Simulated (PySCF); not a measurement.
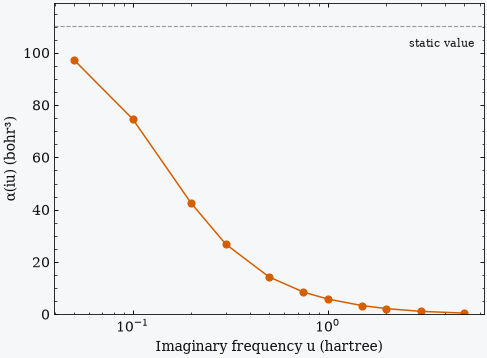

Dipole polarisability at imaginary frequency of neutral niobium ([Kr] 4d³ 5s²). Coupled response at the PBE0 level; PySCF, aug-cc-pVDZ-PP with a 28-electron core potential, unrestricted single determinants, no spin-orbit coupling.

Give the static polarisability, its fall-off and C₆.

Answer. The static dipole polarisability is 110 bohr³; α(iu) falls to half of it near u = 0.15 hartree. The Casimir–Polder integral gives C₆ = 1440 hartree bohr⁶ for two such species.
